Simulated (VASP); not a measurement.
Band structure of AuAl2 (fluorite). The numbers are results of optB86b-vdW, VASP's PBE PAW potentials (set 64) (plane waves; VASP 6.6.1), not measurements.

Unless said otherwise, spin-orbit coupling is left out, though it shifts the bands of the heavy elements here.

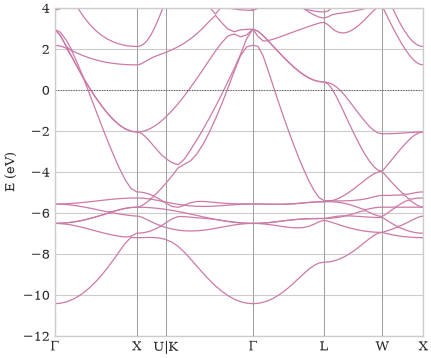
Fig. 1. Bands along high-symmetry lines, zero at the valence-band maximum or, without a gap, the Fermi level

### Question
Read the plot: is there a gap, and where are the band edges?

### Answer
It has no gap at this level: it comes out as a metal or semimetal. (Edges off the drawn lines would not show.)

The compound is AuAl2 in the fluorite structure. It was relaxed first. The electron count is odd and the run is not spin-polarised, which forces a metal.
